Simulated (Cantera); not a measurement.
A closed system holds: 1 mol SiH₂Cl₂, 0.22 mol C₂H₂, 54 mol H₂, at 60.0 mbar.

Cantera equilibrium calculation (NASA polynomials, part measured and part estimated; ideal gas, pure solids and liquids). Candidate condensed phases: C, C₆H₆, C₇H₈, C₈H₁₈, Si, SiC; 109 gas species. Mutual solubility and eutectic melting of coexisting phases are not modelled. The tables' values for SiCl, SiCl₃ are old estimates; treat these amounts as uncertain. Gases not in the tables: Si₂H₆ and higher silanes. Equilibrium is a limit: real reactors are often held back by kinetics, nucleation or transport.

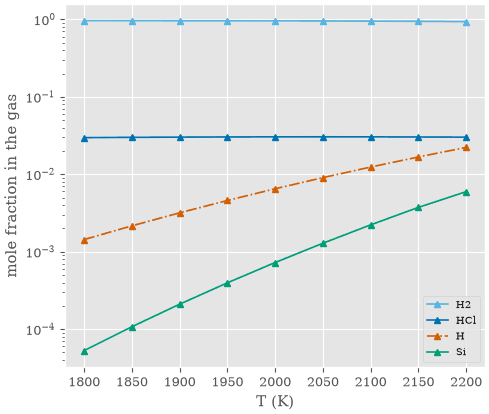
Figure: Equilibrium gas composition (values under 1e-9 drawn at 1e-9)

From 1800 K to 2150 K the condensed part is Si(l) + SiC(s). At 2200 K the condensed part is SiC(s). The main Si-bearing gas is SiCl₂ at 1800 K and Si at 2200 K. The share of Si in condensed phases is highest at 1850 K (83.5 %) and lowest at 2200 K (41.6 %).
